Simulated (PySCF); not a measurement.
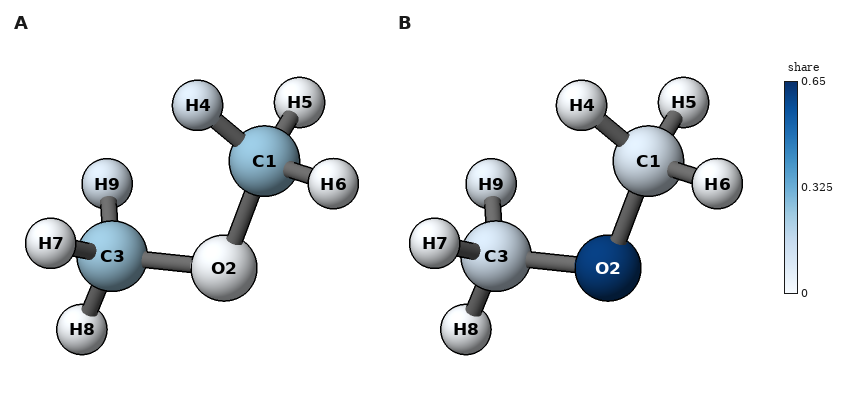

Each panel colours the atoms by their Löwdin share in one orbital (up to four of the largest shares; other atoms are shown as zero). Geometry: a frame of a GFN2-xTB molecular-dynamics simulation, not a minimum. Method: PBE0/def2-SVPD (PySCF 2.14.0).

Question: The panels show the HOMO, LUMO, in some order. Which is which?

Answer: A: LUMO, 0.75 eV; C1 0.25, C3 0.24, H9 0.09, H4 0.09
B: HOMO, −7.42 eV; O2 0.61, C3 0.11, C1 0.09, H9 0.06
